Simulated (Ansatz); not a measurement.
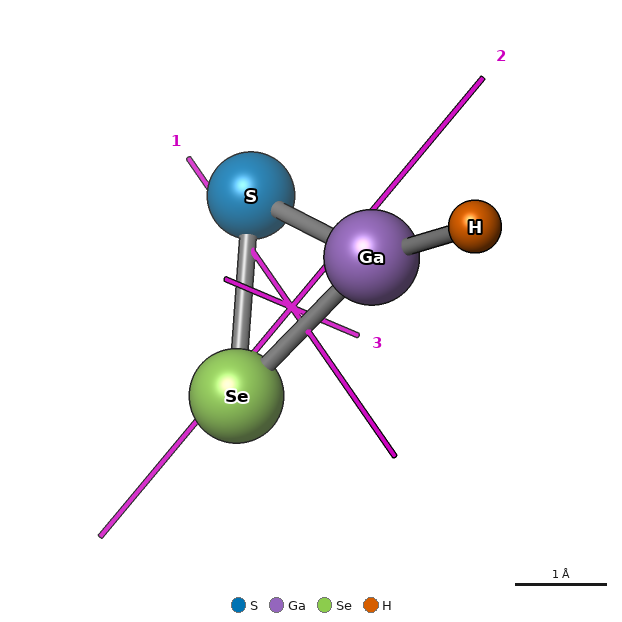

The three principal axes of inertia are drawn and numbered. Distant atoms are faded towards the background colour. The geometry was computed by an optimisation with PBE0-D4/def2-TZVP. No frequency run is at hand to confirm it as a minimum. Masses are those of the most abundant isotopes; constants are for the rigid equilibrium geometry.

### Which line is the a axis (least moment of inertia), which b and which c?

a is line 2, b is line 1, c is line 3; the moments are 99.3, 204, 303 u Å².

### What kind of rotor is it, and what are its rotational constants in MHz?

An asymmetric top (Cs): A = 5089, B = 2481, C = 1668 MHz. Ray's parameter κ is −0.52, nearer the prolate limit.
